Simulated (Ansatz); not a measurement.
CH6OZn: nudged elastic band

The run: nudged elastic band of CH6OZn. Method and program: RKS PBE0-D4/def2-SVP (Ansatz 0.2.0).

Figures and captions count atoms from 1; the log counts them from 0 in places.

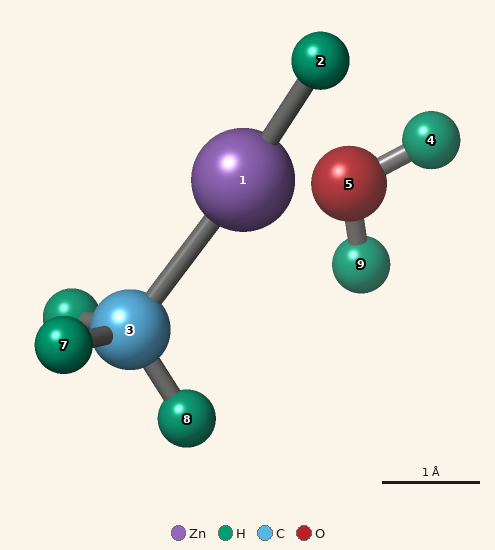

The structure as given in the input (ball-and-stick view, seen at a tilt; atoms are numbered from 1 in the order of the input). Sticks mark near contacts.

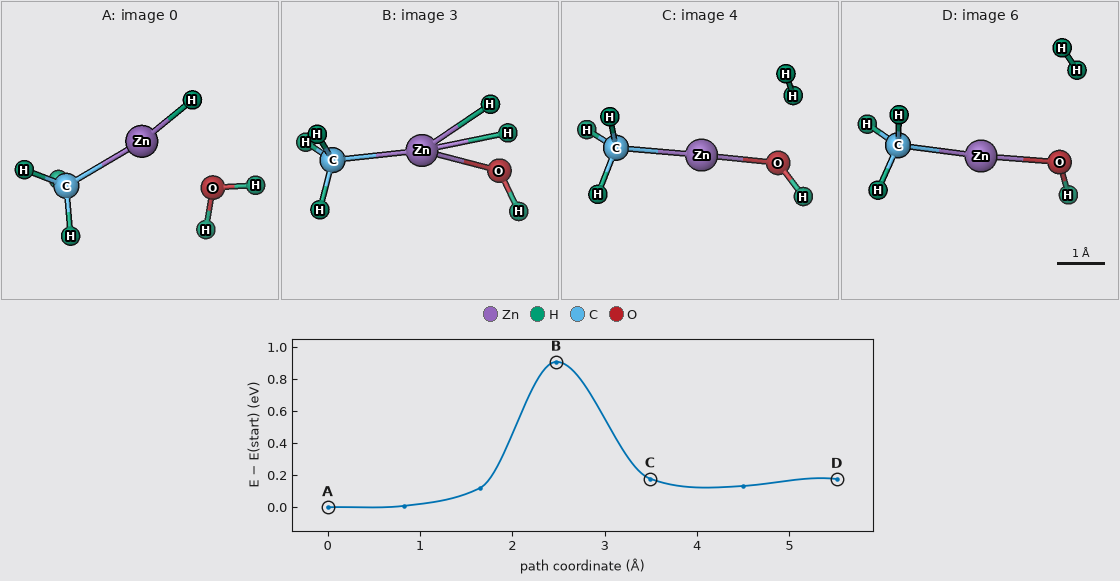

Images of the last band (counted from 0; ball-and-stick, seen at a tilt) above the energy along the path; the line is a cubic interpolation that uses the forces. The highest image is number 3, 0.909 eV above the start and 0.732 eV above the end (the climbing image); the end lies 0.176 eV above the start. The path is 5.51 Å long. The band converged in 14 iterations. The end points carry forces over 0.1 eV/Å, so they aren't fully relaxed minima and the barriers are approximate.

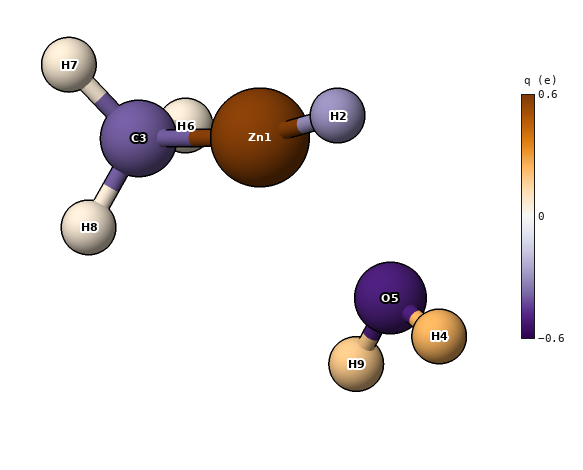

Mulliken charges, as the colour of each atom (ball-and-stick view, seen at a tilt; atoms are numbered from 1 in the order of the input). By element: Zn +0.58, H −0.29 to +0.24, C −0.39 and O −0.50 e.

These pictures come from the run below.

## Input file
```yaml
crystal:
  periodic: [false, false, false]
  atoms:
    - {symbol: Zn, position_ang: [-0.162129, 0.342994, -1.024990]}
    - {symbol: H, position_ang: [-0.065104, -0.134271, -2.505947]}
    - {symbol: C, position_ang: [-0.323744, 1.319962, 0.663477]}
    - {symbol: H, position_ang: [0.684353, -2.386238, -0.748806]}
    - {symbol: O, position_ang: [0.243526, -1.795463, -0.132497]}
    - {symbol: H, position_ang: [-1.092341, 0.868539, 1.298449]}
    - {symbol: H, position_ang: [-0.591499, 2.368743, 0.514453]}
    - {symbol: H, position_ang: [0.617915, 1.299792, 1.221942]}
    - {symbol: H, position_ang: [0.689224, -1.884057, 0.714018]}
basis:
  gaussian: {orbitals: def2-SVP}
hamiltonian: {xc: pbe0, dispersion: d4}
neb:
  images: 5
  climbing: true
  max_iterations: 40
  initial_path: idpp
  final_atoms:
    - {symbol: Zn, position_ang: [0.167370, -0.361935, 0.497384]}
    - {symbol: H, position_ang: [-0.082401, -0.654503, -2.696924]}
    - {symbol: C, position_ang: [-0.368496, 1.445658, 0.859947]}
    - {symbol: H, position_ang: [0.147127, -1.229883, -2.275649]}
    - {symbol: O, position_ang: [0.647459, -2.021984, 0.057219]}
    - {symbol: H, position_ang: [-1.368963, 1.473730, 1.296105]}
    - {symbol: H, position_ang: [-0.380720, 2.027227, -0.064415]}
    - {symbol: H, position_ang: [0.323191, 1.924233, 1.556038]}
    - {symbol: H, position_ang: [0.915634, -2.602545, 0.770394]}
```

Run as:
```bash
ansatz run in.yaml --threads 4 --pin off --events-out ev --progress --plain --max-ram 9574MiB
```

## Output
```
Functional definition: PBE0
  name "PBE0"
  cite "Adamo & Barone, J. Chem. Phys. 110, 6158 (1999) doi:10.1063/1.478522"
  cite "Perdew, Burke & Ernzerhof, Phys. Rev. Lett. 77, 3865 (1996) doi:10.1103/PhysRevLett.77.3865"
  parent pbe
  parameter a = 0.25
  parameter kappa = 0.804
  parameter beta = 0.06672455060314922
  exchange = (1 - a)*pbe_x(kappa = kappa, mu = beta*pi^2/3) + a*exact_x
  correlation = pbe_c(beta = beta)
952 factors; integrals over basis functions are off by at most 3.2e-4 eV
mean field evaluation 1: about -51572.9606 eV, gradient 6.6e1 eV
mean field evaluation 2: about -51566.7238 eV, gradient 8.5e1 eV
mean field evaluation 4: about -51581.5060 eV, gradient 2.5e0 eV
mean field evaluation 8: about -51581.5771 eV, gradient 1.1e-1 eV
mean field -51581.57708586 eV, -1895.5879946567 hartree, gradient 2.8e-5 eV, S^2 0.000000; 0 other end points of the search recorded, 0 dependent functions left out
the calculation of the forces begins
reference -51581.57711723 eV, -1895.5879958096 hartree; 25, 25 occupied and 64, 64 virtual orbitals, 952 factors
954 factors; integrals over basis functions are off by at most 6.2e-4 eV
mean field evaluation 16: about -51571.0635 eV, gradient 7.3e1 eV
mean field -51581.40900107 eV, -1895.5818176545 hartree, gradient 6.3e-5 eV, S^2 0.000000; 0 other end points of the search recorded, 0 dependent functions left out
[... from here on the field's lines of each further geometry are left out, up to the last ...]
WARN: NEB end point (image 0): max|allowed force component| = 3.640e-1 eV/Å (the criterion of neb.relax_end_points is 1.000e-2). That is over neb.f_tol: it is no minimum, so the barrier can be far off. Relax it first
WARN: NEB end point (image 6): max|allowed force component| = 3.851e-1 eV/Å (the criterion of neb.relax_end_points is 1.000e-2). That is over neb.f_tol: it is no minimum, so the barrier can be far off. Relax it first
NEB iter   1: max|band force component| = 5.169e0 eV/Å  barrier→ = 4.2510 eV  barrier← = 4.0746 eV  Δτ_max = 0.2000 Å  (183 SCF iters)
NEB iter   2: max|band force component| = 3.657e0 eV/Å  barrier→ = 2.6818 eV  barrier← = 2.5053 eV  Δτ_max = 0.2000 Å  (151 SCF iters)
NEB iter   3: max|band force component| = 5.816e0 eV/Å  barrier→ = 1.7971 eV  barrier← = 1.6206 eV  Δτ_max = 0.1004 Å  (145 SCF iters)
NEB iter   4: max|band force component| = 4.269e0 eV/Å  barrier→ = 1.4099 eV  barrier← = 1.2334 eV  Δτ_max = 0.1012 Å  (145 SCF iters)
NEB iter   5: max|band force component| = 1.387e0 eV/Å  barrier→ = 1.0810 eV  barrier← = 0.9045 eV  Δτ_max = 0.2000 Å  (144 SCF iters)
NEB iter   6: max|band force component| = 6.599e-1 eV/Å  barrier→ = 0.9609 eV  barrier← = 0.7844 eV  CI = image 3  Δτ_max = 0.1940 Å  (145 SCF iters)
NEB iter   7: max|band force component| = 8.894e-1 eV/Å  barrier→ = 0.9199 eV  barrier← = 0.7434 eV  CI = image 3  Δτ_max = 0.1005 Å  (143 SCF iters)
NEB iter   8: max|band force component| = 4.011e-1 eV/Å  barrier→ = 0.9383 eV  barrier← = 0.7619 eV  CI = image 3  Δτ_max = 0.0995 Å  (145 SCF iters)
NEB iter   9: max|band force component| = 2.468e-1 eV/Å  barrier→ = 0.9178 eV  barrier← = 0.7413 eV  CI = image 3  Δτ_max = 0.0991 Å  (146 SCF iters)
NEB iter  10: max|band force component| = 1.118e-1 eV/Å  barrier→ = 0.9119 eV  barrier← = 0.7354 eV  CI = image 3  Δτ_max = 0.1417 Å  (142 SCF iters)
NEB iter  11: max|band force component| = 7.777e-2 eV/Å  barrier→ = 0.9100 eV  barrier← = 0.7335 eV  CI = image 3  Δτ_max = 0.1987 Å  (147 SCF iters)
NEB iter  12: max|band force component| = 1.229e-1 eV/Å  barrier→ = 0.9095 eV  barrier← = 0.7330 eV  CI = image 3  Δτ_max = 0.1007 Å  (142 SCF iters)
NEB iter  13: max|band force component| = 6.894e-2 eV/Å  barrier→ = 0.9088 eV  barrier← = 0.7323 eV  CI = image 3  Δτ_max = 0.0450 Å  (135 SCF iters)
the calculation of the forces begins
reference -51581.44555683 eV, -1895.5831610538 hartree; 25, 25 occupied and 64, 64 virtual orbitals, 950 factors
these checks for a lower state are left out or cut short: stability, starts, cluster_reference, orbital_swaps, neighbouring_geometries, increment
953 factors; integrals over basis functions are off by at most 6.0e-4 eV
mean field -51581.42399261 eV, -1895.5823685833 hartree, gradient 2.7e-6 eV, S^2 0.000000; 0 other end points of the search recorded, 0 dependent functions left out
the calculation of the forces begins
reference -51581.42402506 eV, -1895.5823697760 hartree; 25, 25 occupied and 64, 64 virtual orbitals, 953 factors
NEB iter  14: max|band force component| = 4.490e-2 eV/Å  barrier→ = 0.9085 eV  barrier← = 0.7320 eV  CI = image 3  CI's point: of a kind that is not told: the force calls were inconclusive, a negative curvature could not be distinguished from the path's own, the only one lies far off the path, or fixed occupations may fill a level only in part  Δτ_max = 0.0000 Å  (987 SCF iters)
WARN: NEB end point (image 6): the path dips 0.043542 eV below it before the top, so the barrier from the dip is that much higher. The path crosses a lower well, or the end point is a saddle point, which neb.relax_end_points tests for
Total energy: -51580.76527371 eV, -1895.5581611104 hartree
Atom 0 at    -0.050214    -0.164702    -0.178639 Å, force    -0.003210     0.023116    -0.008402 eV/Å
Atom 1 at     0.160975    -0.798272    -1.972036 Å, force     0.002110     0.005253     0.004059 eV/Å
Atom 2 at    -0.461753     1.501452     0.736324 Å, force     0.006623    -0.013222    -0.004591 eV/Å
Atom 3 at     0.382738    -1.559642    -1.354331 Å, force    -0.000677    -0.001008    -0.000474 eV/Å
Atom 4 at     0.390859    -2.071264    -0.176840 Å, force    -0.030529    -0.014920     0.001675 eV/Å
Atom 5 at    -1.430671     1.431600     1.255770 Å, force     0.002709    -0.000154    -0.000975 eV/Å
Atom 6 at    -0.516512     2.340741     0.026130 Å, force     0.000332    -0.003431     0.003862 eV/Å
Atom 7 at     0.305772     1.740416     1.489518 Å, force    -0.003937     0.000372    -0.000887 eV/Å
Atom 8 at     1.219006    -2.420328     0.174203 Å, force     0.026580     0.003995     0.005733 eV/Å
Dipole moment:     0.259905     0.017903     0.182447 e Å
```

## The last band as extended XYZ (Å, eV, eV/Å)
```
9
Properties=species:S:1:pos:R:3:forces:R:3 image=0 energy=-51581.67375
Zn   -0.1621    0.3430   -1.0250    0.0224  -0.2238   0.1300
H    -0.0651   -0.1343   -2.5059    0.0099  -0.0033  -0.0949
C    -0.3237    1.3200    0.6635    0.0428  -0.1794  -0.3257
H     0.6844   -2.3862   -0.7488    0.1154  -0.1029  -0.0275
O     0.2435   -1.7955   -0.1325   -0.2671   0.3640  -0.1273
H    -1.0923    0.8685    1.2984   -0.2068  -0.1087   0.1982
H    -0.5915    2.3687    0.5145   -0.0763   0.3063  -0.0175
H     0.6179    1.2998    1.2219    0.2465   0.0089   0.1815
H     0.6892   -1.8841    0.7140    0.1133  -0.0611   0.0832
9
Properties=species:S:1:pos:R:3:forces:R:3 image=1 energy=-51581.66531
Zn   -0.1437    0.2157   -0.8442   -0.0038   0.0078  -0.0209
H    -0.0075   -0.3400   -2.3153   -0.0106   0.0161  -0.0227
C    -0.3961    1.4053    0.6915    0.0022  -0.0083  -0.0020
H     0.5480   -2.2716   -0.9534    0.0101  -0.0234   0.0126
O     0.3215   -1.8778   -0.1012    0.0007   0.0189   0.0011
H    -1.3077    1.1509    1.2589    0.0075  -0.0163  -0.0023
H    -0.5026    2.4528    0.3636    0.0010   0.0011   0.0142
H     0.4458    1.3737    1.4040    0.0071  -0.0202  -0.0072
H     1.0425   -2.1090    0.4963   -0.0142   0.0243   0.0273
9
Properties=species:S:1:pos:R:3:forces:R:3 image=2 energy=-51581.55362
Zn   -0.1035    0.1088   -0.6021   -0.0218   0.1138  -0.1664
H     0.1010   -0.5253   -2.0599   -0.0213   0.1020  -0.0334
C    -0.4443    1.4887    0.7364    0.0015  -0.0041  -0.0079
H     0.4368   -2.0018   -1.0968    0.0296  -0.1846   0.1198
O     0.3562   -2.0839   -0.1266   -0.0063  -0.0022   0.0203
H    -1.3911    1.3358    1.2799    0.0124  -0.0371   0.0005
H    -0.5307    2.4466    0.1962   -0.0104   0.0402   0.0619
H     0.3547    1.6069    1.4861    0.0104  -0.0502  -0.0087
H     1.2210   -2.3759    0.1869    0.0060   0.0222   0.0137
9
Properties=species:S:1:pos:R:3:forces:R:3 image=3 energy=-51580.76524
Zn   -0.0502   -0.1647   -0.1786   -0.0032   0.0231  -0.0084
H     0.1610   -0.7983   -1.9720    0.0021   0.0053   0.0041
C    -0.4618    1.5015    0.7363    0.0066  -0.0132  -0.0046
H     0.3827   -1.5596   -1.3543   -0.0007  -0.0010  -0.0005
O     0.3909   -2.0713   -0.1768   -0.0305  -0.0149   0.0017
H    -1.4307    1.4316    1.2558    0.0027  -0.0002  -0.0010
H    -0.5165    2.3407    0.0261    0.0003  -0.0034   0.0039
H     0.3058    1.7404    1.4895   -0.0039   0.0004  -0.0009
H     1.2190   -2.4203    0.1742    0.0266   0.0040   0.0057
9
Properties=species:S:1:pos:R:3:forces:R:3 image=4 energy=-51581.49422
Zn    0.0155   -0.3362    0.3893    0.0081  -0.0567   0.1464
H     0.2256   -0.8949   -2.4006    0.0167  -0.0160  -0.1299
C    -0.4633    1.4865    0.7856   -0.0052   0.0096   0.0376
H     0.2819   -1.3930   -1.8157   -0.0269   0.0525  -0.1268
O     0.3500   -2.0862    0.1652    0.0186   0.0050   0.0905
H    -1.4526    1.5170    1.2691   -0.0043   0.0192  -0.0018
H    -0.4984    2.1381   -0.1007    0.0169  -0.0556  -0.0329
H     0.2656    1.9137    1.4922   -0.0088   0.0388   0.0047
H     1.2760   -2.3450    0.2157   -0.0152   0.0030   0.0122
9
Properties=species:S:1:pos:R:3:forces:R:3 image=5 energy=-51581.54080
Zn    0.0810   -0.2757    0.5607   -0.0187  -0.0010  -0.0139
H     0.0779   -1.1853   -3.0379    0.0093   0.0032  -0.0098
C    -0.4417    1.5185    1.0277   -0.0125  -0.0064  -0.0054
H     0.2205   -1.4557   -2.3378    0.0111  -0.0213   0.0611
O     0.4463   -1.9464    0.0521   -0.0066   0.0374   0.0253
H    -1.4525    1.5280    1.4652    0.0029   0.0055  -0.0005
H    -0.4534    2.1627    0.1345    0.0001   0.0062   0.0054
H     0.2473    1.9670    1.7600    0.0092  -0.0085  -0.0002
H     1.2749   -2.3131    0.3756    0.0050  -0.0150  -0.0620
9
Properties=species:S:1:pos:R:3:forces:R:3 image=6 energy=-51581.49726
Zn    0.2217   -0.3513    0.4836    0.0571  -0.1598  -0.0465
H    -0.1970   -0.6477   -2.6926   -0.1967   0.3679  -0.2852
C    -0.4169    1.4126    0.8922    0.1016  -0.2783  -0.0557
H     0.0970   -1.2072   -2.2905    0.2114  -0.3851   0.3309
O     0.7898   -1.9716    0.0021   -0.0967   0.1802  -0.1351
H    -1.3891    1.3683    1.3870   -0.2852   0.0223   0.1435
H    -0.5250    1.9956   -0.0250   -0.0416   0.1908  -0.2478
H     0.2798    1.9358    1.5500    0.1832   0.1800   0.1898
H     1.1400   -2.5347    0.6933    0.0670  -0.1180   0.1061
```

## Key numbers

```json
{"quantity": "outcome", "value": "converged"}
{"quantity": "barrier, forward", "value": "0.908 eV"}
{"quantity": "barrier, backward", "value": "0.732 eV"}
{"quantity": "dipole moment (one image of the band)", "value": "1.53 D"}
{"quantity": "hardware", "value": "4 threads of Arm Neoverse V2, 23 GiB of memory available, shared host"}
{"quantity": "wall time", "value": "1.9 min (CPU time 6.7 min)"}
{"quantity": "peak memory", "value": "0.45 GiB"}
```
